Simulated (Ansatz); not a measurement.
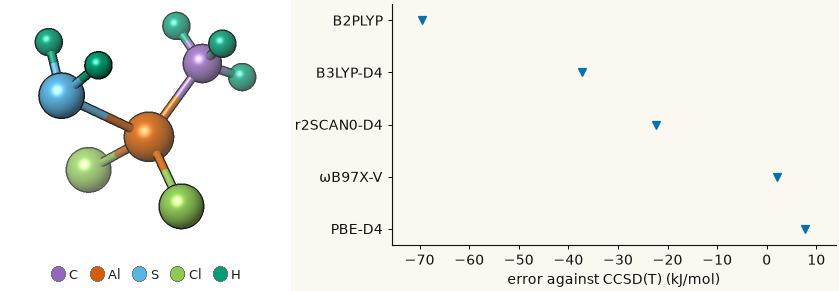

Error in the electronic atomisation energy (method less reference, so positive means overbinding) of CH₅AlCl₂S, SMILES [CH3][Al-]([SH2+])([Cl])[Cl], singlet: functionals in def2-TZVPP against frozen-core CCSD(T) at the limit (MP2 extrapolated from triple and quadruple zeta, plus CCSD(T) less MP2 in a smaller set), which gives 3291.8 kJ/mol, at a PBE0-D4/def2-TZVP geometry (a minimum by its frequencies), no zero-point or spin-orbit term, the Ansatz code 0.2.0. The reference leaves out core correlation, a term that grows with the number of heavy atoms. B2PLYP holds a correlation term that converges slowly with the basis, so part of the distance to the limit is basis error. No dispersion term is added to B2PLYP.

**Which of these levels overbind, and which underbind?**

Overbind: none clearly. Underbind: B2PLYP and B3LYP-D4. Within 25 kJ/mol of zero, too close to call in view of what the reference leaves out: r2SCAN0-D4, ωB97X-V and PBE-D4.

**What range do the values span?**

From −69.5 kJ/mol (B2PLYP) to 7.7 kJ/mol (PBE-D4).
